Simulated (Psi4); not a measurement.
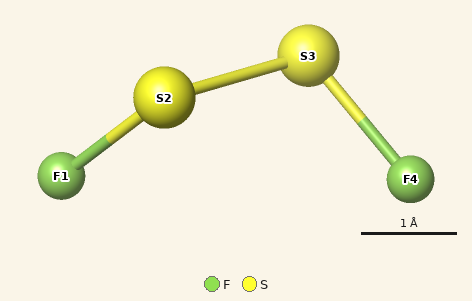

*The input geometry (ball-and-stick view, seen at a tilt; atoms are numbered from 1 in the order of the input).*

Bond lengths as drawn: F–S 1.69 Å and S–S 1.92 Å.

**Run report: S₂F₂, single-point calculation**

S₂F₂ (Difluorodisulfane), SMILES FSSF, computed with B2PLYP/pcseg-1, RKS (Psi4 1.11).

The geometry comes from this level: GFN2-xTB.

**The program's output**
```
Psi4 1.11 release

   => Loading Basis Set <=

    Name: PCSEG-1
    Role: ORBITAL
    Keyword: BASIS

         ---------------------------------------------------------
                                   SCF
                              RKS Reference
                        1 Threads,   1525 MiB Core
         ---------------------------------------------------------

  ==> Geometry <==

    Molecular point group: c1
    Full point group: C1

    Geometry (in Angstrom), charge = 0, multiplicity = 1:

       Center              X                  Y                   Z               Mass
    ------------   -----------------  -----------------  -----------------  -----------------
         F           -1.883243696491    -0.285574557323    -0.520770328704    18.998403162730
         S           -0.535053696491     0.741605442677    -0.516570328704    31.972071174400
         S            0.979676303509    -0.367414557323    -0.110710328704    31.972071174400
         F            1.134996303509    -0.344144557323     1.576409671296    18.998403162730

  Running in c1 symmetry.

  Rotational constants: A =      0.34392  B =      0.08999  C =      0.08386 [cm^-1]
  Rotational constants: A =  10310.58077  B =   2697.93653  C =   2514.01824 [MHz]
  Nuclear repulsion =  224.834004591039388

  Charge       = 0
  Multiplicity = 1
  Electrons    = 50
  Nalpha       = 25
  Nbeta        = 25

  ==> Algorithm <==

  SCF Algorithm Type is DF.
  DIIS enabled.
  MOM disabled.
  Fractional occupation disabled.
  Guess Type is SAD.
  Energy threshold   = 1.00e-06
  Density threshold  = 1.00e-06
  Integral threshold = 1.00e-12

  ==> Primary Basis <==

  Basis Set: PCSEG-1
    Blend: PCSEG-1
    Number of shells: 28
    Number of basis functions: 64
    Number of Cartesian functions: 68
    Spherical Harmonics?: true
    Max angular momentum: 2

  ==> DFT Potential <==

   => LibXC <=

    Version 7.1.2

   => Composite Functional: B2PLYP <=

    B2PLYP Double Hybrid Exchange-Correlation Functional

    Deriv               =              1
    GGA                 =           TRUE
    Meta                =          FALSE

    Exchange Hybrid     =           TRUE
    MP2 Hybrid          =           TRUE

   => Exchange Functionals <=

    0.4700     XC_GGA_X_B88

   => Exact (HF) Exchange <=

    0.5300               HF

   => Correlation Functionals <=

    0.7300     XC_GGA_C_LYP

   => MP2 Correlation <=

    0.2700       MP2

   => LibXC Density Thresholds  <==

    XC_GGA_C_LYP:  1.00E-14
    XC_GGA_X_B88:  1.00E-15

   => Molecular Quadrature <=

    Radial Scheme          =       TREUTLER
    Pruning Scheme         =           NONE
    Nuclear Scheme         =       TREUTLER

    Blocking Scheme        =         OCTREE
    BS radius alpha        =              1
    Pruning alpha          =              1
    Radial Points          =             99
    Spherical Points       =            590
    Total Points           =         221604
    Total Blocks           =           1682
    Max Points             =            256
    Max Functions          =             61
    Weights Tolerance      =       1.00E-15

   => Loading Basis Set <=

    Name: (PCSEG-1 AUX)
    Role: JKFIT
    Keyword: DF_BASIS_SCF

  ==> Integral Setup <==

  DFHelper Memory: AOs need 0.014 GiB; user supplied 0.814 GiB.
  SCF_SUBTYPE=INCORE selected. In-core MEM_DF algorithm will be used.
  Using in-core AOs.

  ==> MemDFJK: Density-Fitted J/K Matrices <==

    J tasked:                   Yes
    K tasked:                   Yes
    wK tasked:                   No
    Memory [MiB]:               833
    Algorithm:                 Core
    Schwarz Cutoff:           1E-12
    Mask sparsity (%):       2.9297
    Fitting Condition:        1E-10

   => Auxiliary Basis Set <=

  Basis Set: (PCSEG-1 AUX)
    Blend: DEF2-UNIVERSAL-JKFIT
    Number of shells: 126
    Number of basis functions: 410
    Number of Cartesian functions: 496
    Spherical Harmonics?: true
    Max angular momentum: 4

  Cached 100.0% of DFT collocation blocks in 0.303 [GiB].

  Minimum eigenvalue in the overlap matrix is 1.6141184817E-02.
  Reciprocal condition number of the overlap matrix is 4.7180872354E-03.
    Using symmetric orthogonalization.

  ==> Pre-Iterations <==

  SCF Guess: Superposition of Atomic Densities via on-the-fly atomic UHF (no occupation information).

   -------------------------
    Irrep   Nso     Nmo
   -------------------------
     A         64      64
   -------------------------
    Total      64      64
   -------------------------

  ==> Iterations <==

                           Total Energy        Delta E     RMS |[F,P]|

   @DF-RKS iter SAD:  -994.98534297461106   -9.94985e+02   0.00000e+00
   @DF-RKS iter   1:  -995.21692672054348   -2.31584e-01   6.86586e-03 DIIS/ADIIS
   @DF-RKS iter   2:  -995.17195820381653    4.49685e-02   9.35595e-03 DIIS/ADIIS
   @DF-RKS iter   3:  -995.29209431569575   -1.20136e-01   3.65505e-04 DIIS/ADIIS
   @DF-RKS iter   4:  -995.29280217527082   -7.07860e-04   1.68529e-04 DIIS/ADIIS
   @DF-RKS iter   5:  -995.29293757409221   -1.35399e-04   3.63667e-05 DIIS
   @DF-RKS iter   6:  -995.29294872665707   -1.11526e-05   9.82347e-06 DIIS
   @DF-RKS iter   7:  -995.29294942526747   -6.98610e-07   4.91581e-06 DIIS
   @DF-RKS iter   8:  -995.29294946288849   -3.76210e-08   1.47798e-06 DIIS
   @DF-RKS iter   9:  -995.29294946700941   -4.12092e-09   2.76000e-07 DIIS
  Energy and wave function converged.

  ==> Post-Iterations <==

   Electrons on quadrature grid:
      Ntotal   =   50.0000009020 ; deviation = 9.020e-07

    Orbital Energies [Eh]
    ---------------------

    Doubly Occupied:

       1A    -90.269057     2A    -90.268907     3A    -25.361599
       4A    -25.361497     5A     -8.477973     6A     -8.477656
       7A     -6.333449     8A     -6.333172     9A     -6.328800
      10A     -6.328259    11A     -6.322796    12A     -6.322641
      13A     -1.374661    14A     -1.370911    15A     -0.978293
      16A     -0.770168    17A     -0.617409    18A     -0.573463
      19A     -0.569332    20A     -0.545672    21A     -0.545283
      22A     -0.519853    23A     -0.435583    24A     -0.368874
      25A     -0.365479

    Virtual:

      26A     -0.024542    27A     -0.020601    28A      0.027978
      29A      0.263061    30A      0.289697    31A      0.308059
      32A      0.316555    33A      0.337345    34A      0.365103
      35A      0.366403    36A      0.530701    37A      0.537282
      38A      0.571925    39A      0.634680    40A      0.718250
      41A      0.762541    42A      0.820382    43A      0.843012
      44A      0.931841    45A      0.933414    46A      1.190794
      47A      1.200798    48A      1.219784    49A      1.233244
      50A      1.236879    51A      1.263136    52A      1.276317
      53A      2.013324    54A      2.047434    55A      2.577778
      56A      2.578072    57A      2.578349    58A      2.584040
      59A      2.618216    60A      2.620006    61A      2.625219
      62A      2.629535    63A      2.980219    64A      2.994144

    Final Occupation by Irrep:
              A
    DOCC [    25 ]
    NA   [    25 ]
    NB   [    25 ]

  @DF-RKS Final Energy:  -995.29294946700941

   => Energetics <=

    Nuclear Repulsion Energy =            224.8340045910393883
    One-Electron Energy =               -1825.1431856640977003
    Two-Electron Energy =                 639.5189742030872821
    DFT Exchange-Correlation Energy =     -34.5027425970382922
    Empirical Dispersion Energy =           0.0000000000000000
    VV10 Nonlocal Energy =                  0.0000000000000000
    Total Energy =                       -995.2929494670094073

Computation Completed

Properties will be evaluated at   0.000000,   0.000000,   0.000000 [a0]

Properties computed using the SCF density matrix

 Multipole Moments:

 ------------------------------------------------------------------------------------
     Multipole            Electronic (a.u.)      Nuclear  (a.u.)        Total (a.u.)
 ------------------------------------------------------------------------------------

 L = 1.  Multiply by 2.5417464519 to convert [e a0] to [Debye]
 Dipole X            :         -0.2513677            0.7175955            0.4662278
 Dipole Y            :         -0.2137717            0.6039227            0.3901510
 Dipole Z            :          0.3571990           -1.0123951           -0.6551961
 Magnitude           :                                                    0.8937942

 ------------------------------------------------------------------------------------

	total time  =          5 seconds =       0.08 minutes

   => Loading Basis Set <=

    Name: (PCSEG-1 AUX)
    Role: RIFIT
    Keyword: DF_BASIS_MP2

	 --------------------------------------------------------
	                          DF-MP2
	      2nd-Order Density-Fitted Moller-Plesset Theory
	              RMP2 Wavefunction,   1 Threads

	 --------------------------------------------------------

   => Auxiliary Basis Set <=

  Basis Set: (PCSEG-1 AUX)
    Blend: DEF2-SVP-RI
    Number of shells: 72
    Number of basis functions: 220
    Number of Cartesian functions: 256
    Spherical Harmonics?: true
    Max angular momentum: 3

	 --------------------------------------------------------
	                 NBF =    64, NAUX =   220
	 --------------------------------------------------------
	   CLASS    FOCC     OCC    AOCC    AVIR     VIR    FVIR
	   PAIRS      12      25      13      39      39       0
	 --------------------------------------------------------

	-----------------------------------------------------------
	 ==================> DF-MP2 Energies <====================
	-----------------------------------------------------------
	 Reference Energy          =    -995.2929494670094073 [Eh]
	 Singles Energy            =      -0.0000000000000000 [Eh]
	 Same-Spin Energy          =      -0.2188005258164915 [Eh]
	 Opposite-Spin Energy      =      -0.5683835762923309 [Eh]
	 Correlation Energy        =      -0.7871841021088225 [Eh]
	 Total Energy              =    -996.0801335691181748 [Eh]
	-----------------------------------------------------------
	 ================> DF-SCS-MP2 Energies <==================
	-----------------------------------------------------------
	 SCS Same-Spin Scale       =       0.3333333333333333 [-]
	 SCS Opposite-Spin Scale   =       1.2000000000000000 [-]
	 SCS Same-Spin Energy      =      -0.0729335086054972 [Eh]
	 SCS Opposite-Spin Energy  =      -0.6820602915507971 [Eh]
	 SCS Correlation Energy    =      -0.7549938001562942 [Eh]
	 SCS Total Energy          =    -996.0479432671656923 [Eh]
	-----------------------------------------------------------

    B2PLYP Energy Summary
    ---------------------
    DFT Reference Energy                  =  -995.2929494670094073
    Scaled MP2 Correlation                =    -0.2125397075693821
    @Final double-hybrid DFT total energy =  -995.5054891745787700

	total time  =          0 seconds =       0.00 minutes

  Variable Map:
  ----------------------------------------------------------------------------
  "B2PLYP DOUBLE-HYBRID CORRECTION ENERGY" =>      -0.212539707569
  "B2PLYP TOTAL ENERGY"                    =>    -995.505489174579
  "CURRENT ENERGY"                         =>    -995.505489174579
  "CURRENT REFERENCE ENERGY"               =>    -995.292949467009
  "DD SOLVATION ENERGY"                    =>       0.000000000000
  "DFT FUNCTIONAL TOTAL ENERGY"            =>    -995.292949467009
  "DFT TOTAL ENERGY"                       =>    -995.505489174579
  "DFT VV10 ENERGY"                        =>       0.000000000000
  "DFT XC ENERGY"                          =>     -34.502742597038
  "DOUBLE-HYBRID CORRECTION ENERGY"        =>      -0.212539707569
  "GRID ELECTRONS ALPHA"                   =>      25.000000450997
  "GRID ELECTRONS BETA"                    =>      25.000000450997
  "GRID ELECTRONS TOTAL"                   =>      50.000000901994
  "NUCLEAR REPULSION ENERGY"               =>     224.834004591039
  "ONE-ELECTRON ENERGY"                    =>   -1825.143185664098
  "PCM POLARIZATION ENERGY"                =>       0.000000000000
  "PE ENERGY"                              =>       0.000000000000
  "SCF ITERATION ENERGY"                   =>    -995.292949467009
  "SCF ITERATIONS"                         =>       9.000000000000
  "SCF TOTAL ENERGY"                       =>    -995.292949467009
  "TWO-ELECTRON ENERGY"                    =>     639.518974203087
  "XC GRID RADIAL POINTS"                  =>      99.000000000000
  "XC GRID SPHERICAL POINTS"               =>     590.000000000000
  "XC GRID TOTAL POINTS"                   =>  221604.000000000000

  Array Variable Map:
  ----------------------------------------------------------------------------
  "CURRENT DIPOLE"                         =>       0.466227828552 ... -0.655196141241 1 by 3
  "SCF DIPOLE"                             =>       0.466227828552 ... -0.655196141241 1 by 3
  "SCF TOTAL ENERGIES"                     =>    -994.985342974611 ... -995.292949467009 1 by 10

    Psi4 run time: 0:00:04.79
```

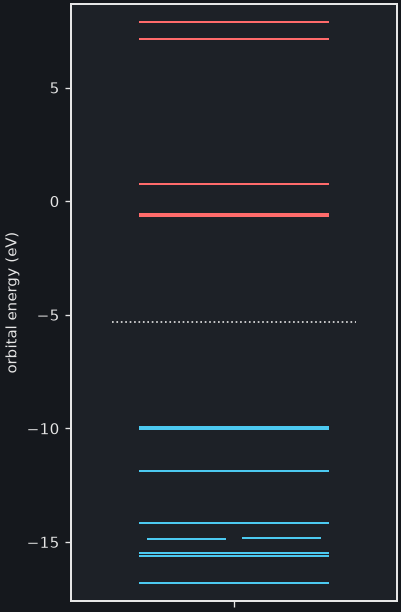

*Orbital energies near the frontier; the dotted line parts filled from empty levels, and levels within 0.02 eV of each other stand side by side.*

Highest filled −9.95 eV, lowest empty −0.67 eV, 9.28 eV apart.

The run was set up as follows.

**Input (calc.inp)**
```
memory 1.6 GB

molecule molecule1 {
  F     -1.807340    -0.221690    -0.627860
  S     -0.459150     0.805490    -0.623660
  S      1.055580    -0.303530    -0.217800
  F      1.210900    -0.280260     1.469320
  symmetry c1
}

set {
  basis pcseg-1
  puream true
  scf_type df
  dft_radial_points 99
  dft_spherical_points 590
  num_frozen_docc 12
}

e = energy("b2plyp")
print_variables()
```

Run as:
```bash
psi4 -n 1 calc.inp calc.out
```

**Summary**

| quantity | value |
| --- | --- |
| outcome | converged |
| total energy | −995.505489 hartree |
| SCF energy | −995.292949 hartree |
| basis functions | 64 |
| HOMO | −9.95 eV |
| LUMO | −0.67 eV |
| hardware | 1 thread of Intel Xeon @ 2.50GHz (Skylake/Cascade Lake), 64 GiB of memory available, shared host |
| wall time | 6.3 s |
| peak memory | 0.54 GiB |
